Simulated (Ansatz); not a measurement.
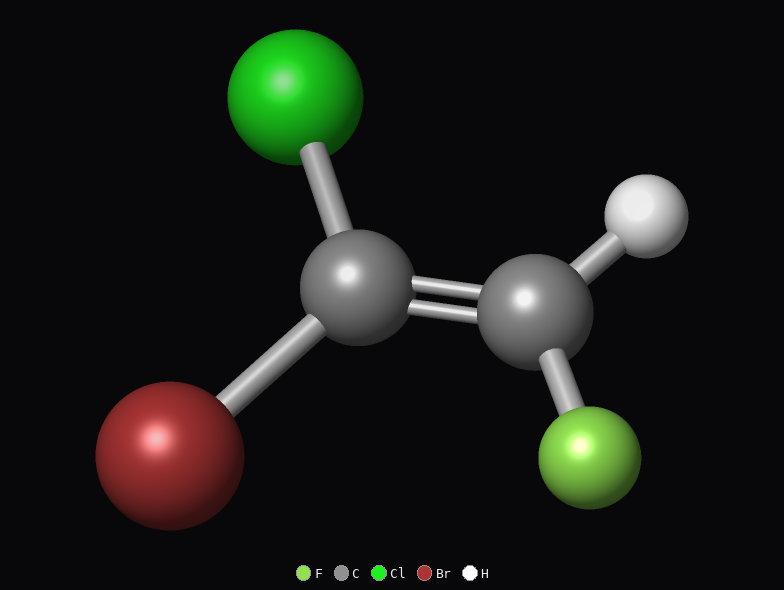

Double and triple bonds are drawn as two and three sticks.

Description:

The molecule is C₂HBrClF. SMILES: `F/C=C(/Cl)Br`. It has no ring. Among its groups: alkene, C–F bond, C–Cl bond, C–Br bond. This geometry has Cs symmetry. All atoms lie on one plane. Coordination: 2 C trigonal planar.

More results for the same structure follow; atom numbers are the same in all pictures, views and colours differ. The computed structure is the end point of a PBE0-D4/def2-TZVP optimisation.

**Dipole moment**

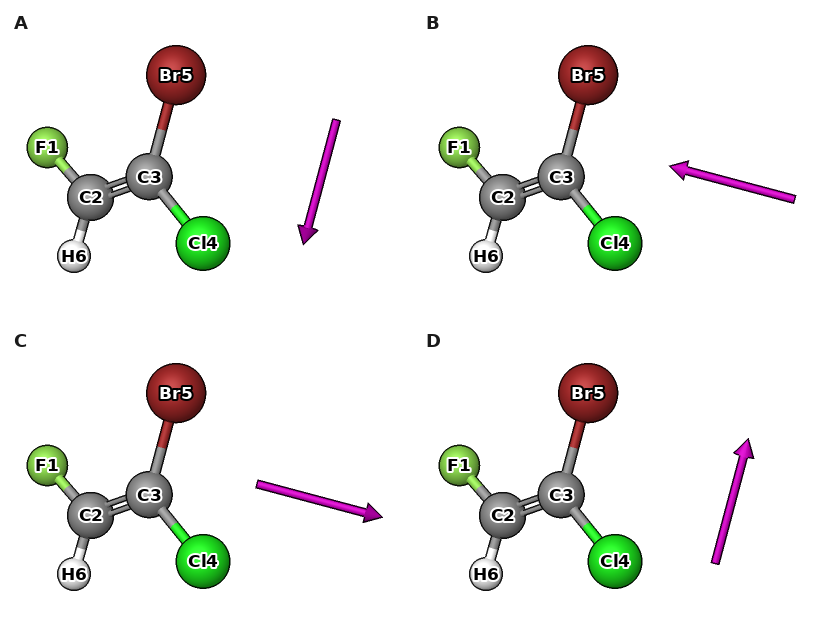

The same molecule four times, each with an arrow. Method: RKS r2SCAN-D4/def2-TZVPP (Ansatz 0.2.0).

Which arrow points along the dipole moment, from the negative to the positive end?

Answer. A. The dipole moment is 1.05 D; it points from the side of Br5 to the side of H6 (the outermost atoms at the two ends).

**Charges**

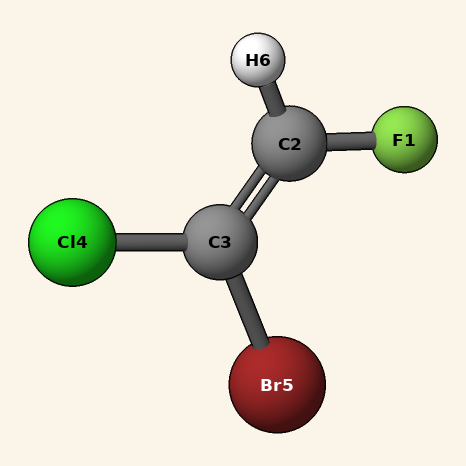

The questions are on Mulliken charges. Method: RKS r2SCAN-D4/def2-TZVPP (Ansatz 0.2.0).

Give the Mulliken charges atom by atom.

```
atom  value (e)
  F1      −0.17
  C2       0.11
  C3       0.01
 Cl4      −0.06
 Br5       0.00
  H6       0.11
```

**Thermal motion**

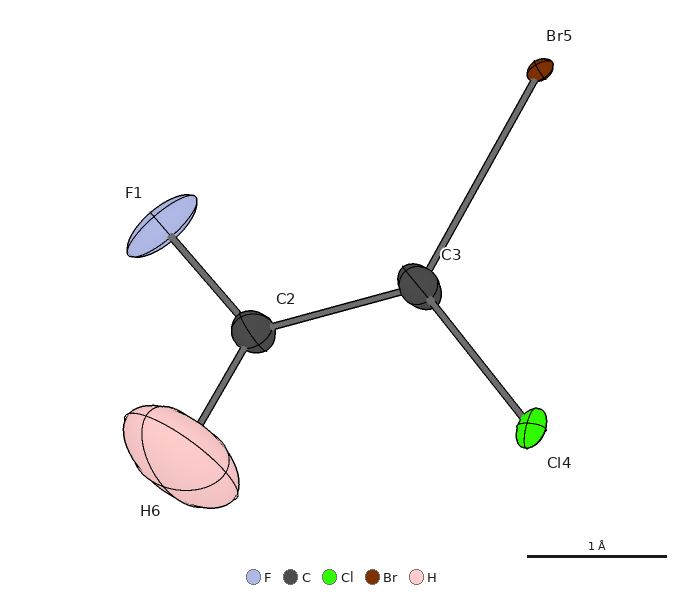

Displacement ellipsoids at the 50 % level, enlarged 2 times, from the internal vibrations of the free molecule (harmonic, no overall translation or rotation; no half-axis is drawn under 0.075 Å). Vibrations computed with RKS PBE0-D4/def2-TZVP (Ansatz 0.2.0). Temperature: 400 K.

Which atom has the largest mean-square displacement?

Answer. H6, with U_eq = 0.0209 Å².

Does H6 move more along its bond or across it?

Answer. Across it: the root-mean-square amplitude is 0.083 Å along the bond and up to 0.193 Å across, since bending and torsion are softer than stretching.

List U_eq and the three principal root-mean-square amplitudes for each kind of atom.

```
atom  U_eq (Å²)   rms amplitudes (Å)
  F1     0.0048  0.042, 0.045, 0.104
  C2     0.0030  0.042, 0.049, 0.069
  C3     0.0034  0.045, 0.050, 0.076
 Cl4     0.0015  0.019, 0.038, 0.053
 Br5    0.00062  0.003, 0.026, 0.034
  H6     0.0209  0.083, 0.136, 0.193
```

Mulliken values depend strongly on the basis set and can even reverse the polarity of a bond.
